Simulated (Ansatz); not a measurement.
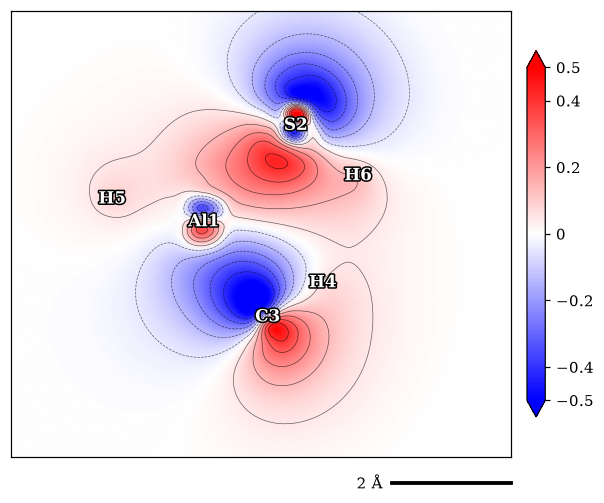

CH$_{5}$AlS. The HOMO−1 on the plane of atoms S2, Al1 and H5 (values in Å⁻³ᐟ²; the overall sign is arbitrary).

Not at a stationary point (largest force 0.8 eV/Å).

Method: Ansatz, RKS r2SCAN-D4/def2-SVP.

Input file:

```
crystal:
  periodic: [false, false, false]
  atoms:
    - { symbol: Al, position_ang: [-1.1343, -0.3745, 0.1794] }
    - { symbol: S, position_ang: [0.7416, 0.3612, 1.8809] }
    - { symbol: C, position_ang: [0.0968, 0.315, -1.1298] }
    - { symbol: H, position_ang: [0.7348, 0.5415, 0.0858] }
    - { symbol: H, position_ang: [-2.4236, -1.0045, 0.7711] }
    - { symbol: H, position_ang: [1.4385, -0.7487, 1.6528] }
    - { symbol: H, position_ang: [-0.1181, 1.2483, -1.6488] }
    - { symbol: H, position_ang: [0.6644, -0.3382, -1.7915] }
basis:
  gaussian: { orbitals: def2-SVP }
hamiltonian:
  xc: r2scan
  dispersion: d4
relax:
  f_tol: 0.15
  max_steps: 25
  restrain:
    - { distance: [3, 1], at: 2.66, k: 30.0 }
    - { distance: [0, 1], at: 2.26, k: 30.0 }
    - { distance: [3, 2], at: 1.07, k: 30.0 }
output:
  orbitals: {}
```

Launched as:

```sh
ansatz run input.yaml --threads 2 --pin off --max-ram 3072MiB --backend cpu --events-out ev --progress --plain --runs-dir out
```

The fields are those of the run's last geometry, not of the input's.

Question: Describe this orbital and give its energy.

Answer: By Hirshfeld shares it lies mainly on S2 (about 45 %), C3 (about 25 %) and Al1 (about 15 %). Its energy is −7.03 eV.
